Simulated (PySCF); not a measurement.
**C7H10OSi: density, localisation and related maps**

| atom | x (Å) | y (Å) | z (Å) |
| --- | --- | --- | --- |
| C | 4.8555 | -0.4888 | -0.6835 |
| C | 3.8399 | 0.0533 | -0.3416 |
| C | 2.6341 | 0.7249 | 0.0781 |
| O | 2.6468 | 1.8304 | 0.5787 |
| C | 1.4078 | -0.0623 | -0.1630 |
| C | 0.2064 | 0.4136 | 0.1683 |
| Si | -1.4470 | -0.4674 | -0.0755 |
| C | -2.2688 | -0.6642 | 1.6290 |
| C | -2.5347 | 0.6218 | -1.1935 |
| H | 5.7399 | -0.9694 | -0.9853 |
| H | 1.5351 | -1.0340 | -0.6183 |
| H | 0.2011 | 1.4011 | 0.6197 |
| H | -1.2140 | -1.7819 | -0.6958 |
| H | -3.2307 | -1.1605 | 1.5432 |
| H | -2.4399 | 0.3009 | 2.0979 |
| H | -1.6541 | -1.2516 | 2.3044 |
| H | -3.5054 | 0.1640 | -1.3581 |
| H | -2.0763 | 0.7815 | -2.1650 |
| H | -2.7053 | 1.5976 | -0.7471 |

Geometry: GFN2-xTB.

These are results of PBE0/pcSseg-1, SCF density, gas phase, non-relativistic in PySCF 2.14.0, not measurements.

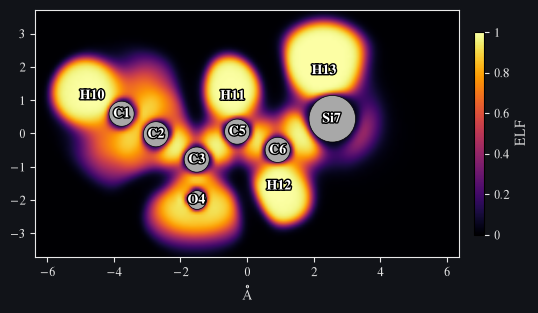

Figure 1. ELF on the plane of atoms O4, C3 and C5. Grey discs cover the atomic cores.

> What do the fields say about this system?

- The plane passes through C, O, Si and H nuclei.
- C–C (1.20 Å): the ELF peaks at about 0.85 between the atoms; a short, multiple covalent bond.
- C–O (1.21 Å): the ELF peaks at about 0.85 between the atoms: a multiple bond.
- C–Si (1.89 Å): the ELF peaks at about 1 between the atoms (localised, covalent bonding).
- C–H (1.05 Å): the ELF climbs to about 1 towards the hydrogen, as it does in any bond to H (an ordinary covalent bond to hydrogen).
- C–C (1.33 Å): the ELF peaks at about 0.95 between the atoms (a short, multiple covalent bond).
- The ELF also peaks beside O4, away from the bonds: lone-pair regions.

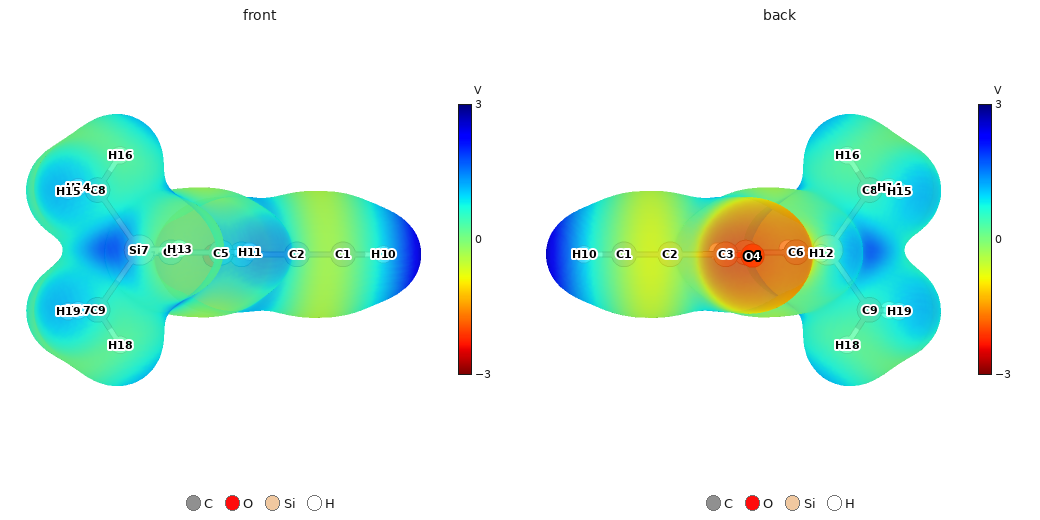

Figure 2. The molecular electrostatic potential painted on the density surface at 0.004 e/bohr³, seen from the front and from behind; red is negative and blue positive.

> Which sites attract a positive test charge, and which a negative one?

A positive charge is drawn to the negative regions and a negative charge to the positive ones. The most negative region (about −1.9 V) lies over O4, the most positive (about +2.4 V) over H10. O4 is the likeliest acceptor of a hydrogen bond.

> How polar is the molecule by this calculation?

Its dipole moment is 2.80 D.
